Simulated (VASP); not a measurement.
Data:

```
KMgF3
1.0
    4.04437     0.00000     0.00000
    0.00000     4.04437     0.00000
    0.00000     0.00000     4.04437
K Mg F
1 1 3
Cartesian
  0.00000   0.00000   0.00000
  2.02218   2.02218   2.02218
  2.02218   0.00000   2.02218
  0.00000   2.02218   2.02218
  2.02218   2.02218   0.00000
```

Level of theory: PBE GGA, VASP's PBE PAW potentials (set 64) (plane waves; VASP 6.6.1). Settings: 520 eV cut-off, 6×6×6 Γ-centred mesh, tetrahedra with Blöchl corrections, potentials K_sv Mg F.

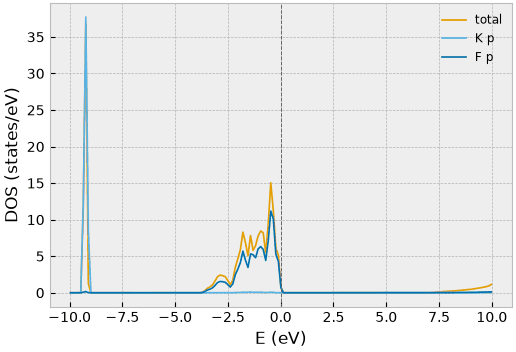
Fig. 1. Total and projected density of states, zero at the valence-band maximum

Within 2 eV below the valence-band maximum the largest weight inside VASP's projection spheres is F p.

The gap is indirect, 6.98 eV, from the valence maximum at R to the conduction minimum at Γ.

The compound is KMgF3 in the cubic perovskite structure. It was relaxed first.
